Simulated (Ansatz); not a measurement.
The calculation's input:

```
crystal:
  periodic: [false, false, false]
  atoms:
    - { symbol: Ga, position_ang: [-0.969513, -0.255269, 0.689331] }
    - { symbol: H, position_ang: [1.686769, -0.045176, 1.443383] }
    - { symbol: Cl, position_ang: [2.416272, 0.298654, 0.381531] }
    - { symbol: "N", position_ang: [-1.749819, -0.037204, -0.990711] }
    - { symbol: H, position_ang: [-2.664157, -0.399297, -1.247123] }
    - { symbol: H, position_ang: [-1.334352, 0.438291, -1.786211] }
basis:
  gaussian: { orbitals: def2-SVPD }
hamiltonian:
  xc: cam_b3lyp
relax:
  f_tol: 0.03
  max_steps: 50
output:
  orbitals: {}
```

Command:

```sh
ansatz run input.yaml --threads 4 --pin off --max-ram 5120MiB --backend cpu --events-out ev --progress --plain --runs-dir out
```

The fields are those of the run's last geometry, not of the input's.

Level of theory: RKS CAM-B3LYP/def2-SVPD (Ansatz 0.2.0).

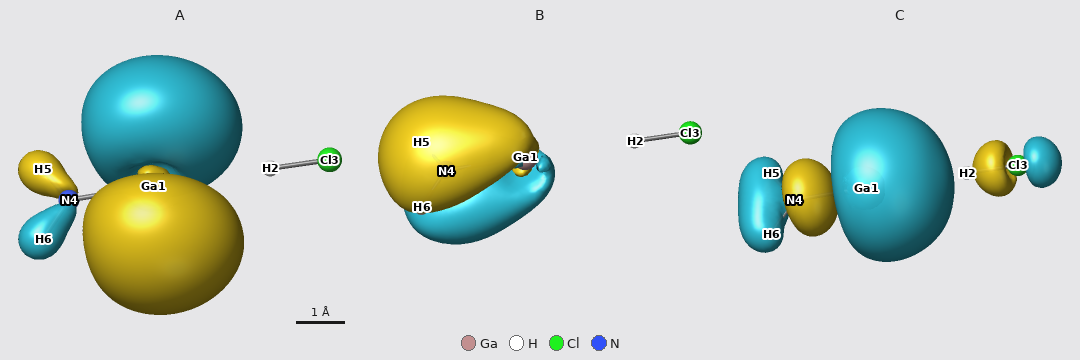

GaH2N···HCl. Three frontier orbitals at ±0.08 Å⁻³ᐟ² (yellow and cyan are the two phases), in no order.

### Which picture is the HOMO−1, the HOMO and the LUMO?

B is the HOMO−1 (−8.98 eV). Its weight (Hirshfeld) is mainly on N4 (about 70 %) and Ga1 (about 15 %); it changes sign across the molecular plane (π type). C is the HOMO (−8.44 eV). It lies mainly on Ga1 (about 70 %) and N4 (about 15 %); it is symmetric in the molecular plane (an in-plane orbital: σ, lone-pair or in-plane π type). A is the LUMO (−0.73 eV). By Hirshfeld shares it lies mainly on Ga1 (about 90 %); it is symmetric in the molecular plane (an in-plane orbital: σ, lone-pair or in-plane π type).

### What is the HOMO–LUMO gap?

7.71 eV between the orbital energies.
